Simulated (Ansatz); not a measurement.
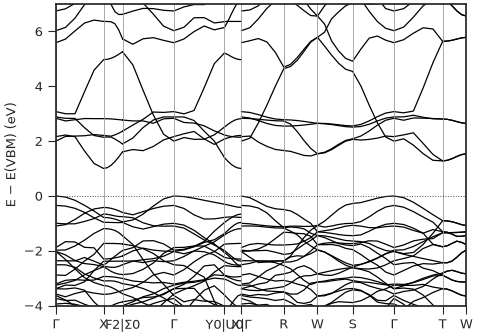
Figure. Band structure from the program Ansatz at the r²SCAN level (PAW)

Task: Read off the gap and where the band edges lie.

Result: About 1.0 eV (1.00 eV by a search for the band edges); maximum at Γ, minimum at X.

The material is Zn2PtO4 in space group Imma (No. 74; Pearson symbol oI28).

The first step of the workflow began from a Materials Project structure, measured or hypothetical; the Crystallography Open Database copy checked does not list it. Whether it is the stable phase at ambient conditions was not checked. The cell was relaxed with r²SCAN under the symmetry of its start; whether a distortion lowers the energy is not shown. No spin polarisation was allowed. Spin–orbit coupling is left out wherever it is not named.

Potentials: the later of the program's two PAW sets.
